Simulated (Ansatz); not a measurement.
```
Ca Si Se
1.0
     9.15540    0.00000    0.00000
    -4.57770    7.92881    0.00000
     0.00000    0.00000    5.61582
Ca Si Se
4 1 2
Direct
  0.50000 0.00000 0.00000
  0.00000 0.50000 0.00000
  0.50000 0.50000 0.00000
  0.00000 0.00000 0.50000
  0.00000 0.00000 0.00000
  0.33333 0.66667 0.00000
  0.66667 0.33333 0.00000
```

Space group P6/mmm; a structure generated by program, which may or may not match a known phase.

Method: DFT PBE, scalar-relativistic, plane waves, PAW (Ansatz 0.2.0).

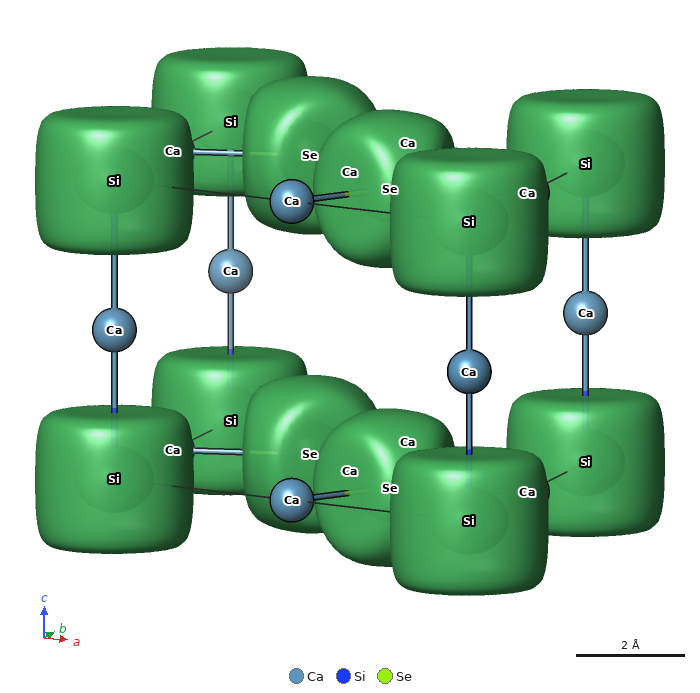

Ca4SiSe2. Isosurface of the ELF at 0.7 (green), seen slightly off an axis. Core shells and regions of very low density are left out. Sticks mark near contacts.

> Where are the electrons localised?

The surface consists of two regions wrapped around Se (the valence shell of each) and one region wrapped around Si (its valence shell), counted in one cell of 7 atoms. Any copies at cell faces, edges or corners count once. Along the contacts the grid gives the following. Ca–Se (2.64 Å): the ELF is about 0.40 at the midpoint. Ca–Si (2.81 Å): the ELF peaks at about 0.85 in the valence shell of Si, 1.0 Å from its nucleus, and is about 0.40 at the midpoint.
